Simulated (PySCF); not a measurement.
```tsv
atom	x (Å)	y (Å)	z (Å)
F	-4.7333	3.0124	-2.7087
Sb	-1.0904	2.8578	-1.3980
Si	-3.2150	2.9471	-2.1629
```

Geometry: B3LYP-D4/def2-SVP; core potentials replace the inner electrons of Sb.

These are results of PySCF, Gaussian-basis quantum chemistry of an isolated molecule with PySCF, energy and nuclear gradient, functional PBE0, not measurements.

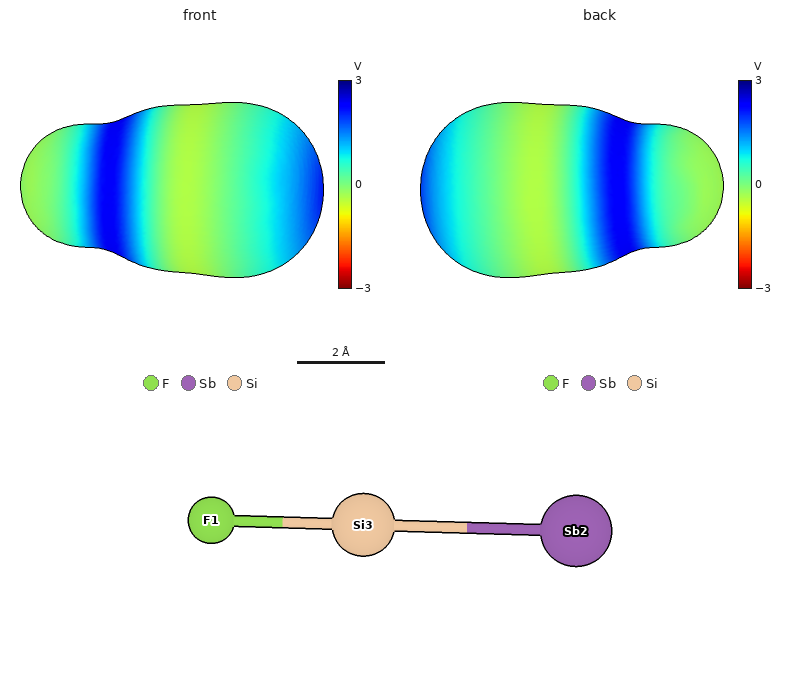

FSbSi (SMILES F[Si]#[Sb]). The molecular electrostatic potential painted on the density surface at 0.004 e/bohr³, seen from the front and from behind; red is negative and blue positive. The bare structure is drawn below in the same view.

**Where is the surface potential most negative and most positive?**

The most negative region (about −0.4 V) lies over Sb2, the most positive (about +2.3 V) over Si3.
